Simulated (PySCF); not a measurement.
# B2 (SMILES B#B): levels of theory compared

Aim: a comparison of 6 runs (UHF/STO-3G, UB3LYP/6-31G*, U-wB97M-V/aug-cc-pVTZ, U-wB97X/aug-cc-pVTZ, UB2PLYP/aug-cc-pVTZ, USCS-MP2/aug-cc-pVTZ) of B2. 

The results are computed with PySCF 2.14.0.

2 further runs of the same task are left out: 2 set aside as unsound or not needed. Runs told in other sessions of the task aren't counted.

### Step 1. The structure to begin with

B2 has 2 atoms, charge 0, and is taken as a triplet. SMILES: `B#B`. The coordinates come from a GFN2-xTB relaxation.

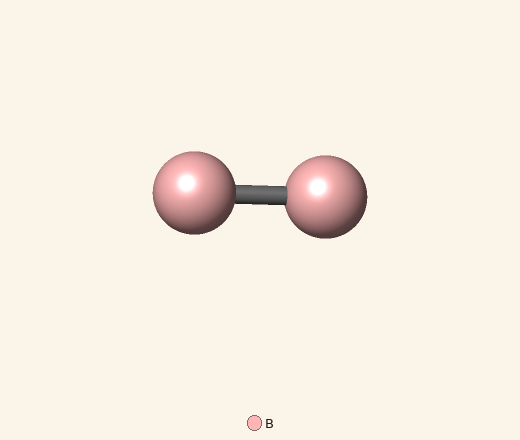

The structure, seen from a chosen angle (boron pink).

### Step 2. A single-point energy at UHF/STO-3G (run 1)

File geometry.xyz:

```xyz
2

B      0.000000     0.000000     0.000000
B      0.000000     0.000000     1.405120
```

File job.py:

```python
from pyscf import gto

mol = gto.Mole()
mol.atom = 'geometry.xyz'
mol.verbose = 3
mol.max_memory = 1860
mol.basis = 'sto-3g'
mol.spin = 2
mol.charge = 0
mol.build()

calc0 = mol.UHF()
calc0.conv_tol = 1e-10
calc0.kernel()
if not calc0.converged:
    calc0 = calc0.newton().run(calc0.mo_coeff, calc0.mo_occ)

e_final = calc0.e_tot
print('E = %.10f Eh' % e_final)
```

On the command line:

```
$ OMP_NUM_THREADS=1 python job.py
```

The log of the run:

```text
WARN: HOMO -0.0105697295084346 >= LUMO -0.010569729508435

converged SCF energy = -48.3380697341697  <S^2> = 2.0020898  2S+1 = 3.0013929
E = -48.3380697342 Eh
```

Run time: 0.85 s. Hardware: 1 thread of Arm Neoverse V1, shared host; peak memory 0.12 GiB.

### Step 3. The energy at UB3LYP/6-31G(d) (spherical functions) (run 2)

File mol.xyz:

```xyz
2

B      0.000000     0.000000     0.000000
B      0.000000     0.000000     1.405120
```

File calc.py:

```python
from pyscf import gto, dft

molecule = gto.M(
    atom='mol.xyz',
    spin=2,
    basis='6-31g*',
    max_memory=1860,
    verbose=3,
)

mf = dft.UKS(molecule)
mf.xc = 'b3lyp'
mf.conv_tol = 1e-10
mf.grids.level = 5
mf.kernel()
if not mf.converged:
    mf = mf.newton().run(mf.mo_coeff, mf.mo_occ)

etot = mf.e_tot
print('E(%s) = %.9f' % ('B3LYP', etot))
```

On the command line:

```
$ OMP_NUM_THREADS=1 python calc.py
```

The log of the run:

```text
WARN: HOMO -0.213479636671026 >= LUMO -0.213479636671027

converged SCF energy = -49.3822559128688  <S^2> = 2.0039785  2S+1 = 3.0026512
E(B3LYP) = -49.382255913
```

Run time: 2.7 s. Hardware: 1 thread of Arm Neoverse V1, shared host; peak memory 0.2 GiB.

### Step 4. A single-point energy at U-wB97M-V/aug-cc-pVTZ (run 3)

File calc.py:

```python
from pyscf import gto, dft

mol = gto.M(
    atom='''
B      0.000000     0.000000     0.000000
B      0.000000     0.000000     2.655292
''',
    max_memory=1860,
    basis='aug-cc-pvtz',
    verbose=4,
    unit='bohr',
    spin=2,
)

mf = dft.UKS(mol, xc='wb97m-v')
mf.grids.level = 5
mf.nlcgrids.level = 1
mf.conv_tol = 1e-10
mf.kernel()
if not mf.converged:
    mf = mf.newton().run(mf.mo_coeff, mf.mo_occ)

e_final = mf.e_tot
print('E = %.10f Eh' % e_final)
```

On the command line:

```
$ OMP_NUM_THREADS=1 python calc.py
```

The log of the run:

```text
PySCF version 2.14.0

[INPUT] num. atoms = 2
[INPUT] num. electrons = 10
[INPUT] charge = 0
[INPUT] spin (= nelec alpha-beta = 2S) = 2
[INPUT] symmetry False subgroup None
[INPUT] Mole.unit = bohr
[INPUT] Symbol           X                Y                Z      unit          X                Y                Z       unit  Magmom
[INPUT]  1 B      0.000000000000   0.000000000000   0.000000000000 AA    0.000000000000   0.000000000000   0.000000000000 Bohr   0.0
[INPUT]  2 B      0.000000000000   0.000000000000   1.405120014738 AA    0.000000000000   0.000000000000   2.655292000000 Bohr   0.0

nuclear repulsion = 9.41516036654349
number of shells = 26
number of NR pGTOs = 116
number of NR cGTOs = 92
basis = aug-cc-pvtz
ecp = {}

[... 44 lines left out ...]
WARN: HOMO -0.160266072268068 >= LUMO -0.160266072268073
[... 38 lines left out ...]
converged SCF energy = -49.364318910425  <S^2> = 2.0016811  2S+1 = 3.0011205
E = -49.3643189104 Eh
```

Run time: 37 s. Hardware: 1 thread of Arm Neoverse V1, shared host; peak memory 0.48 GiB.

Runs 4 to 5 aren't shown in full; the table further down has their settings and results.

### Step 5. A single-point energy at USCS-MP2/aug-cc-pVTZ (run 6)

File calc.py:

```python
from pyscf import gto, mp

mol = gto.M(
    atom=[
    ('B', (0.000000, 0.000000, 0.000000)),
    ('B', (0.000000, 0.000000, 1.405120)),
],
    spin=2,
    basis='aug-cc-pvtz',
    verbose=3,
    max_memory=1860,
)

myscf = mol.UHF()
myscf.conv_tol = 1e-10
myscf.kernel()
if not myscf.converged:
    myscf = myscf.newton().run(myscf.mo_coeff, myscf.mo_occ)

pt = mp.MP2(myscf, frozen=2).run()
e_final = myscf.e_tot + 1.2 * pt.e_corr_os + pt.e_corr_ss / 3
print('E(%s) = %.9f' % ('SCS-MP2', e_final))
```

On the command line:

```
$ OMP_NUM_THREADS=1 python calc.py
```

The log of the run:

```text
WARN: HOMO -0.119461963423175 >= LUMO -0.119461963423179

converged SCF energy = -49.0656720537818  <S^2> = 2.0137106  2S+1 = 3.0091265
E(UMP2) = -49.2313324530647  E_corr = -0.165660399282907
E(SCS-UMP2) = -49.2313538065126  E_corr = -0.16568175273083
E(SCS-MP2) = -49.231353807
```

Wall time 2.8 s (1 thread of Arm Neoverse V1, shared host); peak memory 0.2 GiB.

### Step 6. The series

```
run                                level  integration grid  nlc grid  energy (Eh)  dipole moment (D) of the reference  HOMO energy (eV)  LUMO energy (eV)  wall time
  1                           UHF/STO-3G                 –         –   -48.338070                                0.00             -5.07              3.49     0.85 s
  2  UB3LYP/6-31G* (spherical functions)                 5         –   -49.382256                                0.00             -6.59             -4.18      2.7 s
  3                U-wB97M-V/aug-cc-pVTZ                 5         1   -49.364319                                0.00             -8.92             -2.64       37 s
  4                  U-wB97X/aug-cc-pVTZ                 5         –   -49.360845                                0.00             -8.91             -2.44       14 s
  5                  UB2PLYP/aug-cc-pVTZ                 5         –   -49.345845                                0.00             -7.59             -3.24      9.9 s
  6                 USCS-MP2/aug-cc-pVTZ                 –         –   -49.231354                                0.00             -8.45             -1.29      2.8 s
```

### Step 7. Outcome

```
                                                         quantity         value
                                              run 6: total energy  -49.23135 Eh
                      run 6: dipole moment (Hartree–Fock density)        0.00 D
run 6: HOMO energy (Hartree–Fock orbitals) (highest over α and β)      -8.45 eV
 run 6: LUMO energy (Hartree–Fock orbitals) (lowest over α and β)      -1.29 eV
               run 6: correlation energy (2 core orbitals frozen)    -165.7 mEh
                         run 6: ⟨S²⟩ of the reference determinant         2.014
```

In words: Totals of different functionals can't be ranked against each other. In run 1 the basis is minimal, so the values are rough. All runs together took 67 s, the longest 37 s.
